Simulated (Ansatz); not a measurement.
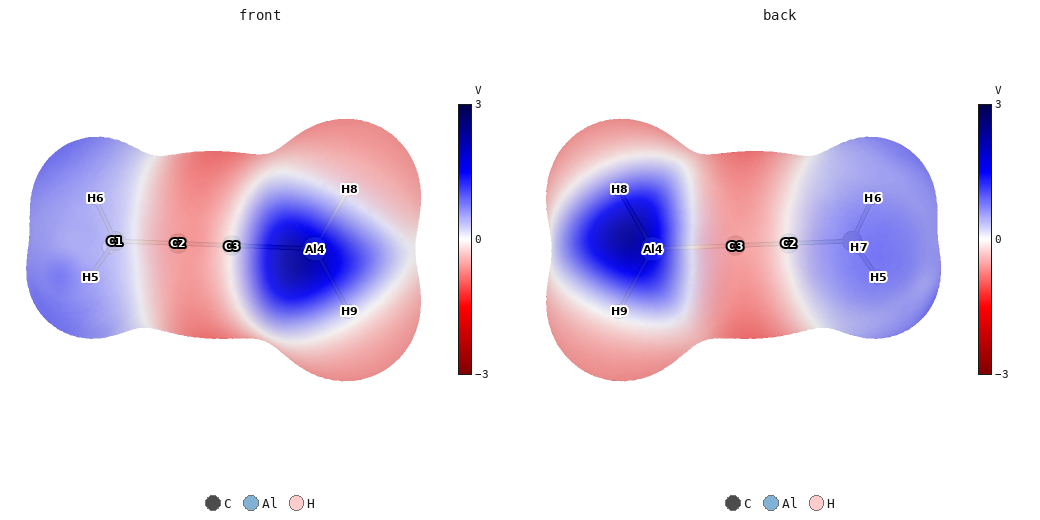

*C$_{3}$H$_{5}$Al. The electrostatic potential painted on the density surface at 0.001 e/bohr³, seen from the front and from behind; the colour scale runs from red (negative) to blue (positive).*

Theory: RKS r2SCAN/def2-SVP in Ansatz 0.2.0.

The calculation's input:

```
crystal:
  periodic: [false, false, false]
  atoms:
    - { symbol: C, position_ang: [0.3873, 1.64, -1.0954] }
    - { symbol: C, position_ang: [0.0951, 0.4742, -0.3184] }
    - { symbol: C, position_ang: [-0.1317, -0.5165, 0.3193] }
    - { symbol: Al, position_ang: [-0.3431, -2.1091, 1.3769] }
    - { symbol: H, position_ang: [1.034, 2.3474, -0.5754] }
    - { symbol: H, position_ang: [0.7892, 1.4219, -2.0833] }
    - { symbol: H, position_ang: [-0.5959, 2.2126, -1.2772] }
    - { symbol: H, position_ang: [-0.3463, -3.5354, 0.6691] }
    - { symbol: H, position_ang: [-0.8002, -1.9814, 2.9673] }
basis:
  gaussian: { orbitals: def2-SVP }
hamiltonian:
  xc: r2scan
relax:
  f_tol: 0.02
  max_steps: 50
output:
  orbitals: {}
```

Run with:

```sh
ansatz run input.yaml --threads 2 --pin off --max-ram 3072MiB --backend cpu --events-out ev --progress --plain --runs-dir out
```

The fields are those of the run's last geometry, not of the input's.

**Where is the surface potential most negative and most positive?**

The most negative region (about −0.8 V) lies over C2 and C3, the most positive (about +2.2 V) over Al4.
